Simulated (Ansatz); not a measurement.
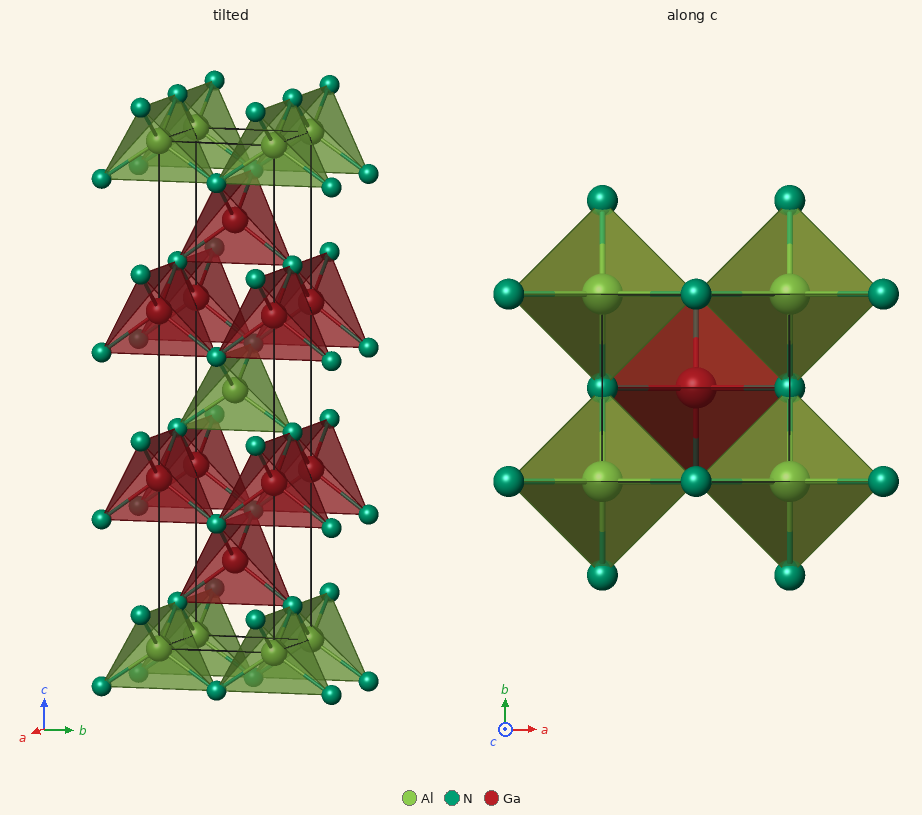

The image is a polyhedral drawing of a crystal, viewed slightly off an axis and along the c axis. Atoms at the boundary of the conventional unit cell (the box) are drawn once for each face, edge or corner they touch. A few atoms beyond the faces are included.

AlGa₂N₃, space group I-4m2 (No. 119), a = 3.153 Å, b = 3.153 Å, c = 13.341 Å, α = 90.00°, β = 90.00°, γ = 90.00°. The model was built from a structure type filled with these elements by a generator (whether the compound takes this form wasn't checked). Earlier steps of the study, as a rule a relaxation of our own, may have changed the cell and positions, so they can lie some per cent off the listed ones. It went into a calculation with Ansatz.

This one geometry was computed with Ansatz (DFT, plane waves, PAW) at five levels of theory: HSE06, PBE0, PBE, PBE with spin-orbit coupling and r2SCAN. It was relaxed beforehand with r2SCAN.

**Which level gives the highest pressure at this volume, and what does that say about its equilibrium volume?**

Highest: PBE (5.7 GPa) and PBE with spin-orbit coupling (5.7 GPa), which points to the largest equilibrium volume. Lowest, with the smallest volume: HSE06 (-0.2 GPa), PBE0 (-0.4 GPa) and r2SCAN (0.0 GPa). Levels within 0.5 GPa of each other can't be told apart.

**How does the band gap change with the level of theory?**

PBE with spin-orbit coupling: a gap of 2.45 eV, direct; PBE: a gap of 2.45 eV, direct; r2SCAN: a gap of 2.93 eV, direct; HSE06: a gap of 3.74 eV, direct; PBE0: a gap of 4.44 eV, direct.

**Collect the results in a table.**

| level | cutoff (eV) | k-mesh of the run's cell | gap (eV) | pressure (GPa) |
| --- | --- | --- | --- | --- |
| HSE06 | 420 | 6×6×6 | 3.74 | -0.2 |
| PBE0 | 420 | 6×6×6 | 4.44 | -0.4 |
| PBE | 420 | 12×12×12 | 2.45 | 5.7 |
| PBE with spin-orbit coupling | 420 | 12×12×12 | 2.45 | 5.7 |
| r2SCAN | 500 | 12×12×12 | 2.93 | 0.0 |

Gaps are taken on the k-mesh or band path of each run.
